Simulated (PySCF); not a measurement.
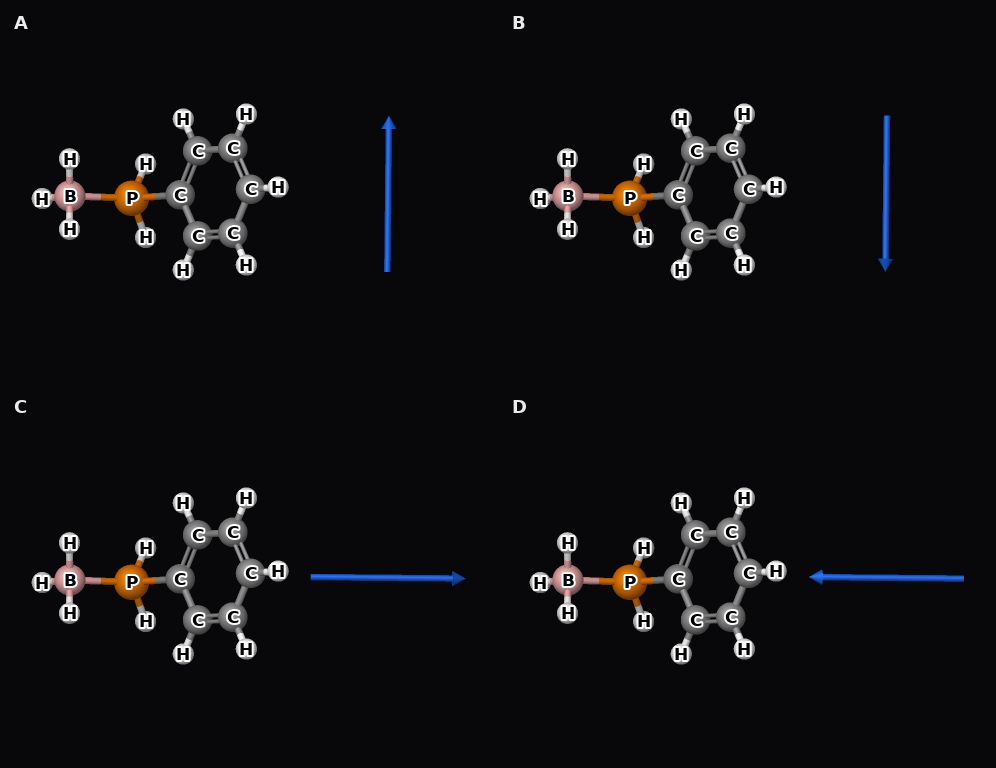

The same molecule four times, each with an arrow. The geometry was computed by an optimisation with GFN2-xTB. No frequency run is at hand to confirm it as a minimum. Level of theory: PBE0/def2-SVPD, gas phase (PySCF 2.14.0).

Which arrow points along the dipole moment, from the negative to the positive end?

C. The dipole moment is 4.65 D.

The geometry is semi-empirical. Around B, P such bond lengths and angles can be off by a tenth of an ångström or more and by several degrees, and values that hang on the shape move with them.
